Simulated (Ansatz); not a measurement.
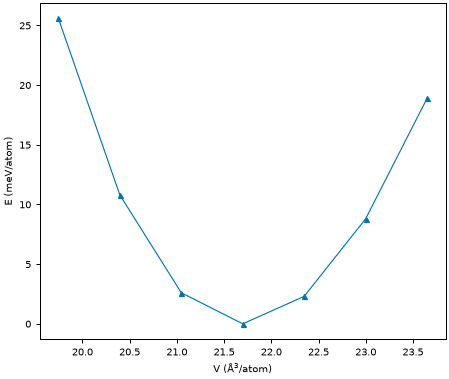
Fig. 1. Mg (hcp (Mg type), P6_3/mmc) under volume change, PBE+D3(BJ) (plane waves, PAW; program Ansatz), shape and atoms relaxed at each volume.

Problem. What does a third-order Birch–Murnaghan fit give for V₀, B₀ and B′?

Solution. V₀ = 21.70 Å³/atom, B₀ = 39.8 GPa, B′ = 4.0.

The PBE+D3(BJ) relaxation kept the symmetry of its start. The pairwise dispersion correction was not fitted to metals.

Potentials: the earlier of the program's two PAW sets.
